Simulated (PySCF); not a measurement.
# [NO2]+ (SMILES O=[N+]=O) at CCSD(T)/STO-6G

Aim: the vertical ionisation energy of [NO2]+ at CCSD(T)/STO-6G, from 2 runs. 

The calculation is run with PySCF 2.14.0.

7 further runs of the same task are left out: 7 set aside as unsound or not needed.

## (1) The system as given

[NO2]+: 3 atoms, total charge +1, spin state singlet. As SMILES, `O=[N+]=O`. Geometry: relaxed at PBE0-D4/def2-TZVP.

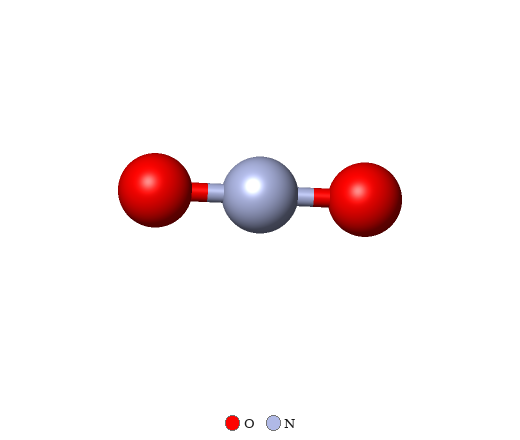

Viewed from a chosen angle; oxygen red, nitrogen light blue.

## (2) A single-point energy at CCSD(T)/STO-6G

Input file input.py:

```python
from pyscf import gto, cc

system = gto.Mole()
system.atom = [
    ('O', (-0.572980, 0.927020, -0.209580)),
    ('N', (-0.000010, -0.000010, -0.000000)),
    ('O', (0.572990, -0.927010, 0.209580)),
]
system.max_memory = 1860
system.charge = 1
system.basis = 'sto-6g'
system.spin = 0
system.verbose = 3
system.build()

mf = system.RHF()
mf.conv_tol = 1e-10
mf.kernel()
if not mf.converged:
    mf = mf.newton().run(mf.mo_coeff, mf.mo_occ)

mycc = cc.CCSD(mf, frozen=3)
mycc.kernel()
e_t = mycc.ccsd_t()
energy = mycc.e_tot + e_t
print('E = %.10f Eh' % energy)
```

Command:

```
OMP_NUM_THREADS=1 python input.py
```

Standard output:

```text
converged SCF energy = -202.85105631479
E(CCSD) = -203.1002723426893  E_corr = -0.2492160278997649
CCSD(T) correction = -0.0264869955503245
E = -203.1267593382 Eh
```

It took 0.46 s on 1 thread of AMD EPYC 9R45 (Zen 5), shared host; peak memory 0.12 GiB.

## (3) Doublet [NO2]2+

Input file geometry.xyz:

```xyz
3
NO2
O     -0.572980     0.927020    -0.209580
N     -0.000010    -0.000010     0.000000
O      0.572990    -0.927010     0.209580
```

Input file run.py:

```python
from pyscf import gto, scf, cc

system = gto.Mole()
system.atom = 'geometry.xyz'
system.charge = 2
system.verbose = 4
system.spin = 1
system.max_memory = 1860
system.basis = 'sto-6g'
system.build()

mf = scf.UHF(system)
mf.conv_tol = 1e-10
mf.kernel()
if not mf.converged:
    mf = mf.newton().run(mf.mo_coeff, mf.mo_occ)

mycc = cc.CCSD(mf, frozen=3)
mycc.kernel()
e_t = mycc.ccsd_t()
energy = mycc.e_tot + e_t
print('E = %.10f Eh' % energy)
```

Command:

```
OMP_NUM_THREADS=1 python run.py
```

Standard output:

```text
PySCF version 2.14.0

[INPUT] num. atoms = 3
[INPUT] num. electrons = 21
[INPUT] charge = 2
[INPUT] spin (= nelec alpha-beta = 2S) = 1
[INPUT] symmetry False subgroup None
[INPUT] Mole.unit = angstrom
[INPUT] Symbol           X                Y                Z      unit          X                Y                Z       unit  Magmom
[INPUT]  1 O     -0.572980000000   0.927020000000  -0.209580000000 AA   -1.082775274853   1.751813911994  -0.396048801186 Bohr   0.0
[INPUT]  2 N     -0.000010000000  -0.000010000000   0.000000000000 AA   -0.000018897261  -0.000018897261   0.000000000000 Bohr   0.0
[INPUT]  3 O      0.572990000000  -0.927010000000   0.209580000000 AA    1.082794172115  -1.751795014733   0.396048801186 Bohr   0.0

nuclear repulsion = 68.6641622036056
number of shells = 9
number of NR pGTOs = 90
number of NR cGTOs = 15
basis = sto-6g
ecp = {}

[... 19 lines left out ...]
WARN: beta  nocc = 10  HOMO -0.405493998596089 >= LUMO -0.405493998548939
[... 50 lines left out ...]
converged SCF energy = -202.020557910635  <S^2> = 0.96974783  2S+1 = 2.2088439
[... 1 line left out ...]
******** <class 'pyscf.cc.uccsd.UCCSD'> ********
CC2 = 0
CCSD nocc = (np.int64(8), np.int64(7)), nmo = (12, 12)
frozen orbitals 3
max_cycle = 50
direct = 0
conv_tol = 1e-07
conv_tol_normt = 1e-06
diis_space = 6
diis_start_cycle = 0
diis_start_energy_diff = 1e+09
Init t2, MP2 energy = -0.187251012859628
Init E_corr(UCCSD) = -0.187251012859725
cycle = 1  E_corr(UCCSD) = -0.188201629859457  dE = -0.000950617  norm(t1,t2) = 0.118214
cycle = 2  E_corr(UCCSD) = -0.203567417156343  dE = -0.0153657873  norm(t1,t2) = 0.05505
cycle = 3  E_corr(UCCSD) = -0.210521899579159  dE = -0.00695448242  norm(t1,t2) = 0.0368784
cycle = 4  E_corr(UCCSD) = -0.218653777225142  dE = -0.00813187765  norm(t1,t2) = 0.018461
cycle = 5  E_corr(UCCSD) = -0.218663013501948  dE = -9.23627681e-06  norm(t1,t2) = 0.00541058
cycle = 6  E_corr(UCCSD) = -0.219003945522812  dE = -0.000340932021  norm(t1,t2) = 0.00156593
cycle = 7  E_corr(UCCSD) = -0.219106635678753  dE = -0.000102690156  norm(t1,t2) = 0.00067331
cycle = 8  E_corr(UCCSD) = -0.21907403724617  dE = 3.25984326e-05  norm(t1,t2) = 0.000222684
cycle = 9  E_corr(UCCSD) = -0.219074581292321  dE = -5.44046152e-07  norm(t1,t2) = 9.88243e-05
cycle = 10  E_corr(UCCSD) = -0.219075499655705  dE = -9.18363384e-07  norm(t1,t2) = 3.70663e-05
cycle = 11  E_corr(UCCSD) = -0.219075426561035  dE = 7.30946703e-08  norm(t1,t2) = 1.33362e-05
cycle = 12  E_corr(UCCSD) = -0.219074586086549  dE = 8.40474486e-07  norm(t1,t2) = 3.64847e-06
cycle = 13  E_corr(UCCSD) = -0.21907453486292  dE = 5.12236287e-08  norm(t1,t2) = 9.11335e-07
UCCSD converged
E(UCCSD) = -202.2396324454978  E_corr = -0.2190745348629203
UCCSD(T) correction = -0.0109982758374202
E = -202.2506307213 Eh
```

Run time: 0.44 s. Hardware: 1 thread of AMD EPYC 9R45 (Zen 5), shared host; peak memory 0.1 GiB.

## (4) Results

Level: CCSD(T)/STO-6G, 3 core orbitals frozen.

```
                                                                   quantity          value
                                               singlet [NO2]+: total energy  -203.12676 Eh
                        singlet [NO2]+: HOMO energy (Hartree–Fock orbitals)      -24.04 eV
                        singlet [NO2]+: LUMO energy (Hartree–Fock orbitals)       -6.34 eV
                      singlet [NO2]+: HOMO–LUMO gap (Hartree–Fock orbitals)       17.70 eV
                singlet [NO2]+: correlation energy (3 core orbitals frozen)     -275.7 mEh
                                             singlet [NO2]+: (T) correction     -26.49 mEh
                                              singlet [NO2]+: T1 diagnostic          0.021
                                              doublet [NO2]2+: total energy  -202.25063 Eh
doublet [NO2]2+: HOMO energy (Hartree–Fock orbitals) (highest over α and β)      -36.49 eV
 doublet [NO2]2+: LUMO energy (Hartree–Fock orbitals) (lowest over α and β)      -21.39 eV
               doublet [NO2]2+: correlation energy (3 core orbitals frozen)     -230.1 mEh
                                            doublet [NO2]2+: (T) correction     -11.00 mEh
                         doublet [NO2]2+: ⟨S²⟩ of the reference determinant          0.970
                                             doublet [NO2]2+: T1 diagnostic          0.042
                       vertical ionisation energy (to the doublet dication)      23.841 eV
```

**Reading.** The vertical ionisation energy comes to 23.84 eV (2300 kJ/mol). In a minimal basis such a difference can be off by several eV, whatever the method. The T1 diagnostic (singlet [NO2]+) of 0.021 is above the customary mark for such species, so a single reference may not serve. Mulliken charges (singlet [NO2]+) of the mean-field density run from +0.21 on O1 to +0.58 on N2. The triples (singlet [NO2]+) make up 9.6 % of the correlation energy. ⟨S²⟩ (doublet [NO2]2+) is 0.97 where a pure doublet has 0.75: the reference is spin-contaminated.
